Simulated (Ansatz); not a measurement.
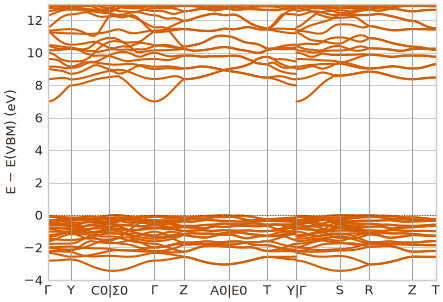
Band structure from PBEsol (plane waves, PAW; program Ansatz)

Question: Read off the gap and where the band edges lie.

Answer: About 7.0 eV (6.99 eV by a search for the band edges); maximum on the Σ0–Γ line, 15 % of the way from Σ0, minimum at Γ.

The material is BaMgF₄ in space group Cmc2_1 (No. 36; Pearson symbol oS24).

The workflow started from a Materials Project entry (that database holds measured and hypothetical structures alike); the Crystallography Open Database files this formula in space group No. 36, but the cells were not matched. Its standing as an ambient phase is unchecked. Symmetry was held in the PBEsol relaxation; whether a distortion lowers the energy is not shown. Spin–orbit coupling is left out wherever it is not named.

Potentials: the later of the program's two PAW sets.
